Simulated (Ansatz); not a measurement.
**Computed energy against volume: Mg2Sn (antifluorite type, space group Fm-3m)**

Mg₂Sn (antifluorite type, space group Fm-3m)

```cif
data_Mg8Sn4
_chemical_formula_sum 'Sn4 Mg8'
_space_group_name_H-M_alt 'Fm-3m'
_space_group_IT_number 225
_space_group_name_Hall '-F 4 2 3'
_cell_length_a 6.74604
_cell_length_b 6.74604
_cell_length_c 6.74604
_cell_angle_alpha 90.000
_cell_angle_beta 90.000
_cell_angle_gamma 90.000
loop_
_atom_site_label
_atom_site_type_symbol
_atom_site_symmetry_multiplicity
_atom_site_Wyckoff_symbol
_atom_site_fract_x
_atom_site_fract_y
_atom_site_fract_z
_atom_site_occupancy
Sn1 Sn 4 a 0.00000 0.00000 0.00000 1
Mg1 Mg 8 c 0.25000 0.25000 0.25000 1
```
(The calculation used a cell of 3 atoms; values per cell refer to that cell.)

Equation-of-state scan: isotropic scaling of the cell above, V₀ being its volume. Symmetry pins the atoms to their sites.

Method: PBEsol (plane waves to 420 eV, PAW, scalar-relativistic; Ansatz, an electronic-structure program). k mesh 12×12×12 (Γ-centred), Fermi-Dirac smearing 0.05 eV. The energy includes the smearing's −TS. Compression counts positive. At this level the bands of Mg2Sn touch or barely overlap; measurements give the solid a gap. Mg2Sn was relaxed with its symmetry unable to fall. The zero of ΔE is the relaxed starting cell.

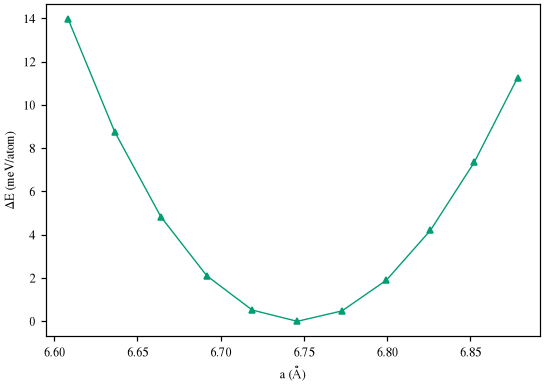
Fig. 1. ΔE (meV/atom) against a (Å); markers are the computed points, lines only join them.

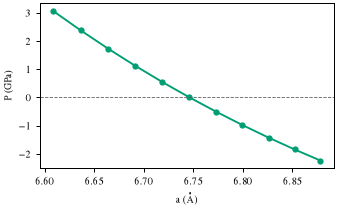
Figure: P (GPa) against a (Å); markers are the computed points, lines only join them.

The pressure for 5 % compression (fit) comes out as 2.5 GPa. The energy cost of the largest compression comes out as 14 meV/atom and the pressure at the smallest volume is 3.1 GPa. The equilibrium volume of the fit is 25.59 Å³/atom and the bulk modulus B₀ (third-order Birch-Murnaghan fit) is 43.5 GPa.

P = (3B₀/2)(x⁷ − x⁵)[1 + ¾(B₀′ − 4)(x² − 1)] with x = (1/0.95)^(1/3), B₀ = 43.5 GPa and B₀′ = 4.22.

(Under strain, the slope of the energy per volume gives the stress and its curvature an elastic modulus.)
